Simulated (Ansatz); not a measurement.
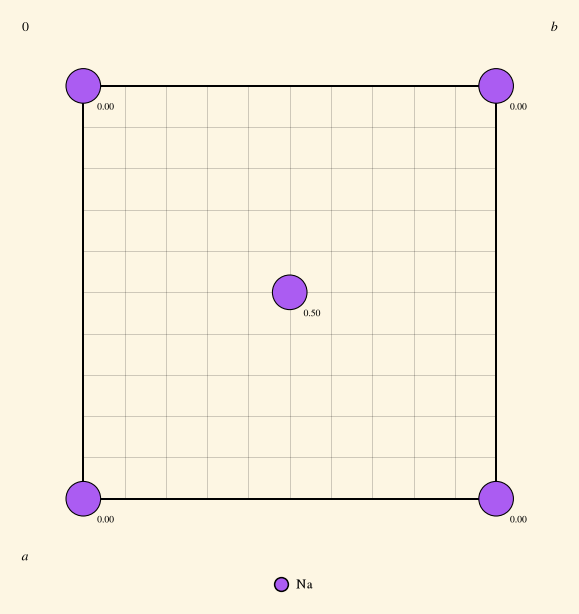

Plan of a unit cell projected along c (a down the page, b across); the numbers are heights as fractions of c, and atoms on the cell's edges are repeated. The grid marks tenths of a and b. Source: the input geometry of an electronic-structure calculation (not necessarily at equilibrium). Symmetry computed with spglib at a tolerance of 0.002 Å; standard conventional cell.

a = 4.076 Å, b = 4.076 Å, c = 4.076 Å, α = 90.00°, β = 90.00°, γ = 90.00°.

Question: What does the cell contain?

Answer: 2 Na: Na, Z = 2.

Question: Which space group?

Answer: No. 229, Im-3m, body-centred cubic.

Question: Give the independent sites, coordinates to two places.

Answer:
```
atom  site  symmetry     x     y     z
  Na    2a      m-3m  0.00  0.00  0.00
```
